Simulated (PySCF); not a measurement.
**GaHSeCl2 (SMILES [Cl][Ga]([Cl])[SeH]): M06-2X/def2-SVP**

Aim: the vertical ionisation energy of GaHSeCl2 at M06-2X/def2-SVP, from 2 runs. Input form: a Python script.

The calculation is run with PySCF 2.14.0.

**1. Starting point**

The species is GaHSeCl2 (5 atoms), meant as a singlet with charge 0. SMILES: `[Cl][Ga]([Cl])[SeH]`. The shape is that of a PBE0-D4/def2-TZVP optimisation.

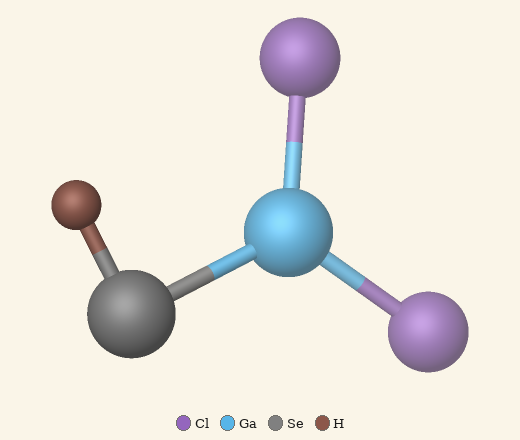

The structure, seen from a chosen angle (chlorine purple, gallium blue, selenium grey, hydrogen brown).

**2. The energy at M06-2X/def2-SVP**

The input, calc.py:

```python
from pyscf import gto, dft

system = gto.M(
    atom='''
Cl     2.957799    -1.542583     3.694604
Ga     0.511738    -0.726600     0.616240
Cl    -1.121175    -3.826317    -1.354934
Se    -0.293663     3.396405    -0.487927
H     -1.960591     2.560012    -2.546028
''',
    basis='def2-svp',
    max_memory=1860,
    charge=0,
    spin=0,
    unit='bohr',
    verbose=3,
)

mf = dft.RKS(system)
mf.xc = 'm06-2x'
mf.grids.level = 4
mf.conv_tol = 1e-10
mf.kernel()
if not mf.converged:
    mf = mf.newton().run(mf.mo_coeff, mf.mo_occ)

etot = mf.e_tot
print('E(%s) = %.9f' % ('M06-2X', etot))
```

Launch:

```console
$ OMP_NUM_THREADS=1 python calc.py
```

Output:

```text
converged SCF energy = -5246.74270057249
E(M06-2X) = -5246.742700572
```

Run time: 30 s. Hardware: 1 thread of Arm Neoverse V1, shared host; peak memory 0.58 GiB.

**3. The doublet cation**

The input, input.py:

```python
from pyscf import gto, dft

molecule = gto.M(
    atom='''
Cl     1.565200    -0.816300     1.955100
Ga     0.270800    -0.384500     0.326100
Cl    -0.593300    -2.024800    -0.717000
Se    -0.155400     1.797300    -0.258200
H     -1.037500     1.354700    -1.347300
''',
    max_memory=1860,
    charge=1,
    spin=1,
    verbose=3,
    basis='def2-svp',
)

mf = dft.UKS(molecule, xc='m06-2x')
mf.grids.level = 4
mf.conv_tol = 1e-10
mf.kernel()
if not mf.converged:
    mf = mf.newton().run(mf.mo_coeff, mf.mo_occ)

etot = mf.e_tot
print('E(%s) = %.9f' % ('M06-2X', etot))
```

Launch:

```console
$ OMP_NUM_THREADS=1 python input.py
```

Output:

```text
WARN: HOMO -0.309080936505341 >= LUMO -0.309080936505343

converged SCF energy = -5246.37132904342  <S^2> = 0.75478348  2S+1 = 2.0047778
E(M06-2X) = -5246.371329043
```

Wall time 89 s (1 thread of Arm Neoverse V1, shared host); peak memory 0.59 GiB.

**4. Outcome**

Level: M06-2X/def2-SVP.

| quantity | value |
| --- | --- |
| singlet GaHSeCl2: total energy | -5246.74270 Eh |
| singlet GaHSeCl2: dipole moment | 1.52 D |
| singlet GaHSeCl2: HOMO energy | -8.93 eV |
| singlet GaHSeCl2: LUMO energy | -0.54 eV |
| singlet GaHSeCl2: HOMO–LUMO gap | 8.39 eV |
| doublet cation: total energy | -5246.37133 Eh |
| doublet cation: HOMO energy (highest over α and β) | -14.99 eV |
| doublet cation: LUMO energy (lowest over α and β) | -11.16 eV |
| doublet cation: ⟨S²⟩ | 0.755 |
| vertical ionisation energy (to the doublet cation) | 10.106 eV |

**Reading.** The vertical ionisation energy comes to 10.11 eV (233 kcal/mol). The negative HOMO energy of the first species, 8.93 eV, lies 1.17 eV below that difference. Mulliken charges (singlet GaHSeCl2) run from -0.26 on Cl3 to +0.67 on Ga2.
